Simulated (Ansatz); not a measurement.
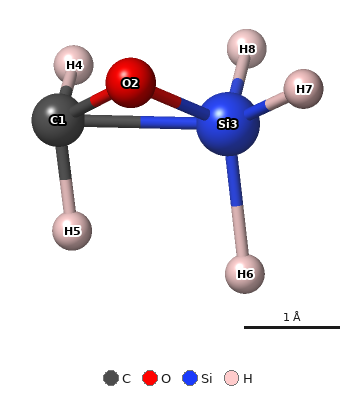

*The starting structure (ball-and-stick view, seen at a tilt; atoms are numbered from 1 in the order of the input).*

# Geometry relaxation of CH$_{5}$OSi (charge −1)

The run: geometry relaxation of CH$_{5}$OSi, charge −1. Method and program: RKS PBE-D4/def2-SVPD (Ansatz 0.2.0).

Figures and captions count atoms from 1; the log counts them from 0 in places.

**Output**
```
Functional definition: PBE
  name "PBE"
  cite "Perdew, Burke & Ernzerhof, Phys. Rev. Lett. 77, 3865 (1996) doi:10.1103/PhysRevLett.77.3865"
  parent pbe
  parameter kappa = 0.804
  parameter beta = 0.06672455060314922
  exchange = pbe_x(kappa = kappa, mu = beta*pi^2/3)
  correlation = pbe_c(beta = beta)
902 factors; their error is unknown
mean field evaluation 1: about -11021.3533 eV, gradient 3.0e1 eV
mean field evaluation 2: about -11001.6575 eV, gradient 7.8e1 eV
mean field evaluation 4: about -11023.6693 eV, gradient 3.0e0 eV
mean field evaluation 8: about -11023.7047 eV, gradient 1.4e-1 eV
mean field evaluation 16: about -11023.6689 eV, gradient 6.7e-5 eV
mean field -11023.66890047 eV, -405.1123599811 hartree, gradient 6.7e-5 eV, S^2 0.000000; 0 other end points of the search recorded, 0 dependent functions left out
the calculation of the forces begins
reference -11023.66894361 eV, -405.1123615664 hartree; 17, 17 occupied and 90, 90 virtual orbitals, 902 factors
relax step   1: F+E_penalty+E_count = -11023.84269507 eV  Δ(F+E_penalty+E_count) = +0.000e0 eV  max|allowed force component| = 1.549e1 eV/Å  Δτ_max = 0.0000 Å  (27 SCF iters, accepted)
these checks for a lower state are left out or cut short: starts, cluster_reference, orbital_swaps, neighbouring_geometries, increment
902 factors; their error is unknown
mean field -11027.53232286 eV, -405.2543381354 hartree, gradient 1.8e-5 eV, S^2 0.000000; 0 other end points of the search recorded, 0 dependent functions left out
the calculation of the forces begins
reference -11027.53236808 eV, -405.2543397970 hartree; 17, 17 occupied and 90, 90 virtual orbitals, 902 factors
relax step   2: F+E_penalty+E_count = -11027.70163322 eV  Δ(F+E_penalty+E_count) = -3.859e0 eV  max|allowed force component| = 6.302e0 eV/Å  Δτ_max = 0.1961 Å  (35 SCF iters, accepted)
these checks for a lower state are left out or cut short: starts, cluster_reference, orbital_swaps, neighbouring_geometries, increment
902 factors; their error is unknown
mean field evaluation 32: about -11028.7879 eV, gradient 1.8e-5 eV
mean field -11028.78790824 eV, -405.3004800468 hartree, gradient 1.8e-5 eV, S^2 0.000000; 0 other end points of the search recorded, 0 dependent functions left out
the calculation of the forces begins
reference -11028.78795101 eV, -405.3004816187 hartree; 17, 17 occupied and 90, 90 virtual orbitals, 902 factors
relax step   3: F+E_penalty+E_count = -11028.95378708 eV  Δ(F+E_penalty+E_count) = -1.252e0 eV  max|allowed force component| = 3.395e0 eV/Å  Δτ_max = 0.2000 Å  (36 SCF iters, accepted)
these checks for a lower state are left out or cut short: starts, cluster_reference, orbital_swaps, neighbouring_geometries, increment
902 factors; their error is unknown
mean field -11029.54982280 eV, -405.3284798904 hartree, gradient 1.8e-5 eV, S^2 0.000000; 0 other end points of the search recorded, 0 dependent functions left out
the calculation of the forces begins
reference -11029.54986547 eV, -405.3284814585 hartree; 17, 17 occupied and 90, 90 virtual orbitals, 902 factors
relax step   4: F+E_penalty+E_count = -11029.71223105 eV  Δ(F+E_penalty+E_count) = -7.584e-1 eV  max|allowed force component| = 1.662e0 eV/Å  Δτ_max = 0.1958 Å  (35 SCF iters, accepted)
these checks for a lower state are left out or cut short: starts, cluster_reference, orbital_swaps, neighbouring_geometries, increment
902 factors; their error is unknown
mean field -11030.04588212 eV, -405.3467097342 hartree, gradient 1.6e-5 eV, S^2 0.000000; 0 other end points of the search recorded, 0 dependent functions left out
the calculation of the forces begins
reference -11030.04592447 eV, -405.3467112905 hartree; 17, 17 occupied and 90, 90 virtual orbitals, 902 factors
relax step   5: F+E_penalty+E_count = -11030.20601282 eV  Δ(F+E_penalty+E_count) = -4.938e-1 eV  max|allowed force component| = 9.458e-1 eV/Å  Δτ_max = 0.1947 Å  (35 SCF iters, accepted)
these checks for a lower state are left out or cut short: starts, cluster_reference, orbital_swaps, neighbouring_geometries, increment
902 factors; their error is unknown
mean field -11030.03931742 eV, -405.3464684859 hartree, gradient 2.0e-5 eV, S^2 0.000000; 0 other end points of the search recorded, 0 dependent functions left out
the calculation of the forces begins
reference -11030.03935999 eV, -405.3464700504 hartree; 17, 17 occupied and 90, 90 virtual orbitals, 902 factors
relax step   6: F+E_penalty+E_count = -11030.19847420 eV  Δ(F+E_penalty+E_count) = +7.539e-3 eV  max|allowed force component| = 1.585e0 eV/Å  Δτ_max = 0.1057 Å  (30 SCF iters, rejected (line search))
these checks for a lower state are left out or cut short: starts, cluster_reference, orbital_swaps, neighbouring_geometries, increment
902 factors; their error is unknown
mean field -11030.14436626 eV, -405.3503289598 hartree, gradient 1.9e-5 eV, S^2 0.000000; 0 other end points of the search recorded, 0 dependent functions left out
the calculation of the forces begins
reference -11030.14440875 eV, -405.3503305210 hartree; 17, 17 occupied and 90, 90 virtual orbitals, 902 factors
relax step   7: F+E_penalty+E_count = -11030.30424638 eV  Δ(F+E_penalty+E_count) = -9.823e-2 eV  max|allowed force component| = 2.883e-1 eV/Å  Δτ_max = 0.0515 Å  (28 SCF iters, accepted)
these checks for a lower state are left out or cut short: starts, cluster_reference, orbital_swaps, neighbouring_geometries, increment
902 factors; their error is unknown
mean field evaluation 64: about -11030.1347 eV, gradient 5.4e0 eV
mean field -11030.15132991 eV, -405.3505848689 hartree, gradient 2.3e-5 eV, S^2 0.000000; 0 other end points of the search recorded, 0 dependent functions left out
the calculation of the forces begins
reference -11030.15137266 eV, -405.3505864401 hartree; 17, 17 occupied and 90, 90 virtual orbitals, 902 factors
relax step   8: F+E_penalty+E_count = -11030.31070391 eV  Δ(F+E_penalty+E_count) = -6.458e-3 eV  max|allowed force component| = 3.810e-1 eV/Å  Δτ_max = 0.0847 Å  (28 SCF iters, accepted)
these checks for a lower state are left out or cut short: starts, cluster_reference, orbital_swaps, neighbouring_geometries, increment
902 factors; their error is unknown
mean field -11030.16462940 eV, -405.3510736162 hartree, gradient 1.5e-5 eV, S^2 0.000000; 0 other end points of the search recorded, 0 dependent functions left out
the calculation of the forces begins
reference -11030.16467223 eV, -405.3510751902 hartree; 17, 17 occupied and 90, 90 virtual orbitals, 902 factors
relax step   9: F+E_penalty+E_count = -11030.32442801 eV  Δ(F+E_penalty+E_count) = -1.372e-2 eV  max|allowed force component| = 1.061e-1 eV/Å  Δτ_max = 0.0318 Å  (31 SCF iters, accepted)
these checks for a lower state are left out or cut short: starts, cluster_reference, orbital_swaps, neighbouring_geometries, increment
902 factors; their error is unknown
mean field -11030.16541759 eV, -405.3511025818 hartree, gradient 1.5e-5 eV, S^2 0.000000; 0 other end points of the search recorded, 0 dependent functions left out
the calculation of the forces begins
reference -11030.16546050 eV, -405.3511041588 hartree; 17, 17 occupied and 90, 90 virtual orbitals, 902 factors
relax step  10: F+E_penalty+E_count = -11030.32530671 eV  Δ(F+E_penalty+E_count) = -8.787e-4 eV  max|allowed force component| = 4.835e-2 eV/Å  Δτ_max = 0.0091 Å  (32 SCF iters, accepted)
these checks for a lower state are left out or cut short: starts, cluster_reference, orbital_swaps, neighbouring_geometries, increment
902 factors; their error is unknown
mean field -11030.16556581 eV, -405.3511080288 hartree, gradient 1.5e-5 eV, S^2 0.000000; 0 other end points of the search recorded, 0 dependent functions left out
the calculation of the forces begins
reference -11030.16560877 eV, -405.3511096077 hartree; 17, 17 occupied and 90, 90 virtual orbitals, 902 factors
relax step  11: F+E_penalty+E_count = -11030.32543736 eV  Δ(F+E_penalty+E_count) = -1.306e-4 eV  max|allowed force component| = 1.651e-2 eV/Å  Δτ_max = 0.0041 Å  (31 SCF iters, accepted)
902 factors; their error is unknown
mean field evaluation 96: about -11029.8658 eV, gradient 1.3e1 eV
```

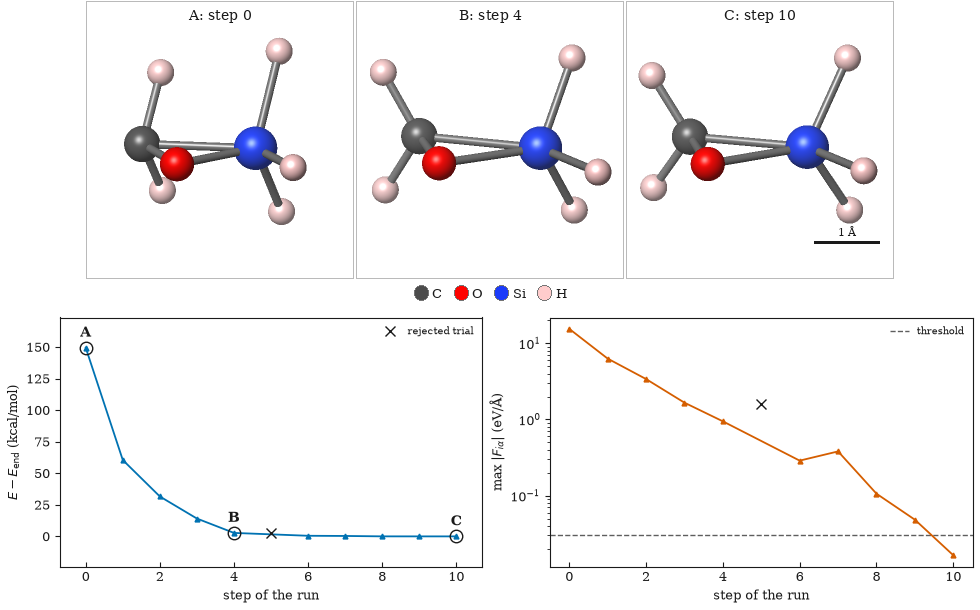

*Frames of the relaxation (ball-and-stick view, seen at a tilt) above the curves, on which the letters mark them (the first geometry is step 0 here and step 1 in the log).*

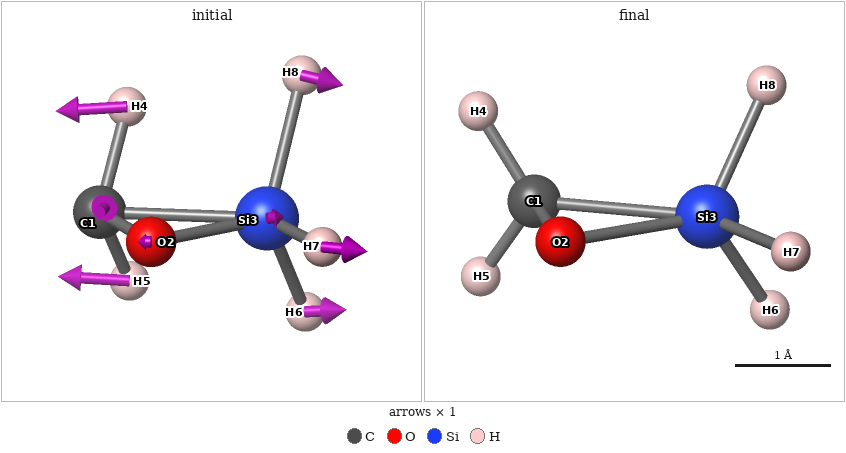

*Before (left) and after (right) the relaxation, at one scale (ball-and-stick view, seen at a tilt). The pink arrows give the displacements, at true length.*

The energy falls by 149.5 kcal/mol in 10 geometry steps. The largest force component goes from 15 to 0.017 eV/Å. The line search rejected the trial step at point 5 (counted from 0) and went back. The largest moves after the best rigid fit, 0.76 Å, are those of H4 and H5. Largest moves by element: H 0.76 Å, C 0.41 Å, Si 0.19 Å, O 0.14 Å. Distances before and after: Si3–H7 1.213 → 1.578 Å, O2–Si3 1.457 → 1.756 Å, C1–O2 1.231 → 1.506 Å, C1–Si3 1.786 → 1.932 Å. Among the angles that change: Si3–C1–H4 81.3° → 125.2°, C1–Si3–H7 128.7° → 143.4°, H6–Si3–H7 111.4° → 97.3°. (Atoms are counted from 1 in the order of the input.)

```
mean field -11030.16556581 eV, -405.3511080288 hartree, gradient 1.5e-5 eV, S^2 0.000000; 1 other end points of the search recorded, 0 dependent functions left out
the calculation of the forces begins
reference -11030.16560877 eV, -405.3511096077 hartree; 17, 17 occupied and 90, 90 virtual orbitals, 902 factors
Total energy: -11030.32548032 eV, -405.3569847786 hartree
Atom 0 at    -0.542820     0.611567    -0.814577 Å, force     0.016509     0.002185    -0.014854 eV/Å
Atom 1 at     0.925303     0.283376    -0.894472 Å, force    -0.012633    -0.001596     0.009985 eV/Å
Atom 2 at     0.296946    -0.417329     0.588089 Å, force     0.002169     0.002180    -0.005812 eV/Å
Atom 3 at    -1.096720     0.181586    -1.684911 Å, force    -0.004359     0.002193     0.006780 eV/Å
Atom 4 at    -0.705267     1.717140    -0.792942 Å, force    -0.004964    -0.004432     0.002452 eV/Å
Atom 5 at    -0.007926     0.373421     1.877070 Å, force     0.000669    -0.002591    -0.002706 eV/Å
Atom 6 at     1.670520    -1.038915     1.054204 Å, force     0.000672    -0.002298     0.004287 eV/Å
Atom 7 at    -0.540037    -1.710847     0.667539 Å, force     0.001938     0.004358    -0.000131 eV/Å
Dipole moment:    -0.231363     0.156442    -0.167654 e Å
```

**Trajectory as extended XYZ (Å, eV, eV/Å), 11 frames, from step=1 to step=11**
```
8
Properties=species:S:1:pos:R:3:forces:R:3 step=1 energy=-11023.84269
C    -0.1761    0.6251   -0.9998  -14.0655   5.8474  -3.8751
O     0.9590    0.2049   -0.7750   15.4886   1.0819  -8.6847
Si    0.3260   -0.3295    0.4242  -12.3140  -2.6348   9.9545
H    -0.9859   -0.2558   -1.0768    0.7675   1.8210  -0.5606
H    -0.5722    1.3605   -0.1396    0.1457  -0.5927  -1.9609
H    -0.2071    0.6792    1.5735    0.5903  -0.7861   0.1060
H     1.4243   -0.7672    0.6952    8.5877  -4.7679   4.4386
H    -0.7679   -1.5172    0.2981    0.7997   0.0314   0.5821
8
Properties=species:S:1:pos:R:3:forces:R:3 step=2 energy=-11027.70163
C    -0.2465    0.6861   -1.0736   -6.2513   2.3747  -1.3345
O     0.9906    0.2201   -0.8154    6.3019   0.9883  -4.4793
Si    0.2810   -0.3299    0.4445   -4.4759  -1.8615   5.1753
H    -1.0470   -0.1215   -1.2059    0.5305   0.6583  -0.5282
H    -0.6495    1.4325   -0.3047    0.3518  -0.0383  -0.9319
H    -0.1219    0.5744    1.6842    0.0985  -0.3290  -0.2794
H     1.4690   -0.8662    0.8461    3.1763  -2.1291   2.2716
H    -0.6756   -1.5954    0.4247    0.2683   0.3366   0.1064
8
Properties=species:S:1:pos:R:3:forces:R:3 step=3 energy=-11028.95379
C    -0.3376    0.6860   -1.0325   -3.3949   0.7665   0.1608
O     0.9636    0.2250   -0.8179    3.3654   0.4921  -2.3447
Si    0.3310   -0.3949    0.5336   -2.5457  -0.2715   1.5837
H    -1.0984   -0.0546   -1.3872    0.3147   0.4959  -0.2633
H    -0.6790    1.5714   -0.4394    0.1582  -0.0995  -0.6128
H    -0.1317    0.4907    1.7142    0.2477  -0.1483   0.0799
H     1.6107   -0.9405    0.9171    1.5899  -1.1497   1.2872
H    -0.6588   -1.5832    0.5121    0.2647  -0.0856   0.1092
8
Properties=species:S:1:pos:R:3:forces:R:3 step=4 energy=-11029.71223
C    -0.4488    0.6748   -0.9653   -1.1953  -0.6552   1.6622
O     0.9419    0.2436   -0.8447    1.1661   0.3023  -1.0281
Si    0.3514   -0.4304    0.5858   -1.2355   0.5238  -0.3536
H    -1.1442    0.0321   -1.5567    0.3751   0.6113  -0.2869
H    -0.7147    1.6918   -0.5882    0.1821  -0.1645  -0.7424
H    -0.0717    0.4466    1.7637    0.1871  -0.0517   0.2415
H     1.6841   -1.0315    1.0453    0.3833  -0.3193   0.3777
H    -0.5980   -1.6270    0.5601    0.1372  -0.2467   0.1295
8
Properties=species:S:1:pos:R:3:forces:R:3 step=5 energy=-11030.20601
C    -0.5673    0.6210   -0.8206    0.0357  -0.2409   0.3495
O     0.9083    0.2679   -0.8717    0.0054  -0.0606   0.1163
Si    0.3570   -0.4515    0.6196   -0.5834   0.7055  -0.9458
H    -1.1279    0.1403   -1.6861    0.3414   0.5293   0.3423
H    -0.7106    1.7464   -0.7489    0.0369  -0.6038  -0.3382
H    -0.0300    0.4199    1.8066    0.1803  -0.0632   0.3259
H     1.7296   -1.0779    1.1061   -0.1309   0.0476  -0.0349
H    -0.5590   -1.6663    0.5949    0.1147  -0.3138   0.1848
8
Properties=species:S:1:pos:R:3:forces:R:3 step=6 energy=-11030.19847 accepted=F
C    -0.5989    0.6199   -0.8072    1.3457  -0.8429   1.2324
O     0.8965    0.2904   -0.8979   -0.0807  -0.1984   0.3691
Si    0.3244   -0.4277    0.5937   -0.1587   0.2403  -0.3316
H    -1.0921    0.2362   -1.6695   -0.8545  -0.8804  -1.3467
H    -0.7222    1.6831   -0.8328   -0.1487   1.5847   0.2157
H     0.0332    0.4033    1.8504   -0.0540  -0.0168   0.0684
H     1.6653   -1.0885    1.1449    0.0134   0.1536  -0.2709
H    -0.5062   -1.7167    0.6183   -0.0625  -0.0402   0.0635
8
Properties=species:S:1:pos:R:3:forces:R:3 step=7 energy=-11030.30425
C    -0.5737    0.6117   -0.8019    0.2595  -0.0206  -0.1007
O     0.9122    0.2715   -0.8768   -0.1498   0.0197   0.0400
Si    0.3218   -0.4329    0.6035   -0.1726   0.2116  -0.2883
H    -1.1093    0.1849   -1.6933    0.0859   0.0801   0.1687
H    -0.7102    1.7270   -0.7945    0.0094  -0.1899  -0.0017
H    -0.0002    0.4066    1.8465    0.0400  -0.0666   0.1304
H     1.6952   -1.0647    1.0956   -0.1048   0.0606  -0.0639
H    -0.5358   -1.7041    0.6210    0.0324  -0.0950   0.1155
8
Properties=species:S:1:pos:R:3:forces:R:3 step=8 energy=-11030.31070
C    -0.5515    0.6225   -0.8316    0.2225  -0.1824   0.2492
O     0.9206    0.2788   -0.8762   -0.2138   0.0768  -0.0625
Si    0.2719   -0.4176    0.5973    0.3810  -0.0046  -0.1055
H    -1.0873    0.1899   -1.7096   -0.0322   0.0128  -0.0169
H    -0.6983    1.7288   -0.8137   -0.0397   0.0106  -0.0109
H    -0.0019    0.3505    1.9052   -0.0720   0.0455  -0.0647
H     1.6820   -1.0278    1.0257   -0.1729  -0.0013   0.0699
H    -0.5355   -1.7251    0.7030   -0.0730   0.0425  -0.0586
8
Properties=species:S:1:pos:R:3:forces:R:3 step=9 energy=-11030.32443
C    -0.5491    0.6133   -0.8152   -0.0013   0.0005  -0.0061
O     0.9160    0.2828   -0.8873    0.1061   0.0019  -0.0464
Si    0.2980   -0.4190    0.5907   -0.0481  -0.0153   0.0339
H    -1.0926    0.1861   -1.6935   -0.0297  -0.0017   0.0212
H    -0.7032    1.7203   -0.8012   -0.0285  -0.0038   0.0173
H    -0.0056    0.3696    1.8810    0.0025   0.0020  -0.0151
H     1.6747   -1.0400    1.0520   -0.0077   0.0000   0.0064
H    -0.5381   -1.7132    0.6737    0.0066   0.0165  -0.0113
8
Properties=species:S:1:pos:R:3:forces:R:3 step=10 energy=-11030.32531
C    -0.5442    0.6122   -0.8154    0.0121  -0.0089   0.0138
O     0.9242    0.2826   -0.8906    0.0048   0.0256  -0.0483
Si    0.2983   -0.4177    0.5879   -0.0228  -0.0147   0.0367
H    -1.0973    0.1835   -1.6862    0.0005  -0.0144  -0.0089
H    -0.7074    1.7171   -0.7950    0.0074   0.0118   0.0072
H    -0.0056    0.3736    1.8760   -0.0030   0.0017   0.0012
H     1.6708   -1.0410    1.0564    0.0036  -0.0007  -0.0010
H    -0.5388   -1.7104    0.6669   -0.0026  -0.0004  -0.0007
8
Properties=species:S:1:pos:R:3:forces:R:3 step=11 energy=-11030.32544
C    -0.5428    0.6116   -0.8146    0.0165   0.0022  -0.0149
O     0.9253    0.2834   -0.8945   -0.0126  -0.0016   0.0100
Si    0.2969   -0.4173    0.5881    0.0022   0.0022  -0.0058
H    -1.0967    0.1816   -1.6849   -0.0044   0.0022   0.0068
H    -0.7053    1.7171   -0.7929   -0.0050  -0.0044   0.0025
H    -0.0079    0.3734    1.8771    0.0007  -0.0026  -0.0027
H     1.6705   -1.0389    1.0542    0.0007  -0.0023   0.0043
H    -0.5400   -1.7108    0.6675    0.0019   0.0044  -0.0001
```

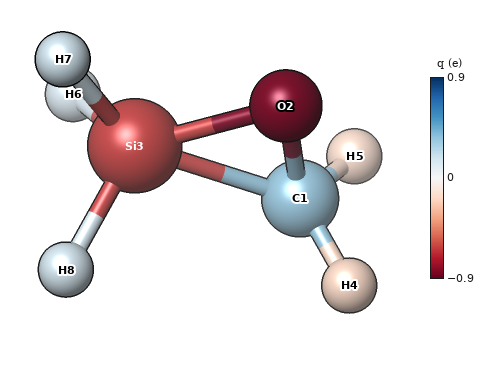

*Mulliken charges, as the colour of each atom (ball-and-stick view, seen at a tilt; atoms are numbered from 1 in the order of the input).*

By element: C +0.37, O −0.86, Si −0.63 and H −0.19 to +0.16 e.

This output came from the following input.

**Input file**
```yaml
crystal:
  periodic: [false, false, false]
  atoms:
    - {symbol: C, position_ang: [-0.176135, 0.625098, -0.999761]}
    - {symbol: O, position_ang: [0.958963, 0.204875, -0.774952]}
    - {symbol: Si, position_ang: [0.325991, -0.329542, 0.424172]}
    - {symbol: H, position_ang: [-0.985884, -0.255813, -1.076780]}
    - {symbol: H, position_ang: [-0.572248, 1.360493, -0.139591]}
    - {symbol: H, position_ang: [-0.207143, 0.679240, 1.573533]}
    - {symbol: H, position_ang: [1.424306, -0.767153, 0.695241]}
    - {symbol: H, position_ang: [-0.767850, -1.517199, 0.298139]}
basis:
  gaussian: {orbitals: def2-SVPD}
total_charge: -1
hamiltonian: {xc: pbe, dispersion: d4}
relax: {f_tol: 0.03, max_steps: 250}
```

Command:
```bash
ansatz run in.yaml --threads 2 --pin off --events-out ev --progress --plain --max-ram 4352MiB
```

**Results in brief**

| quantity | value |
| --- | --- |
| outcome | converged |
| total energy | −11030.3255 eV |
| mean-field energy | −11030.1656 eV |
| dispersion energy | −0.1599 eV |
| SCF solution under orbital rotations | stable |
| largest force (length of the vector) at the end | 0.022 eV/Å |
| hardware | 2 threads of Intel Xeon @ 2.50GHz, 11 GiB of memory available, shared host |
| wall time | 22 s (CPU time 40 s) |
| peak memory | 0.15 GiB |
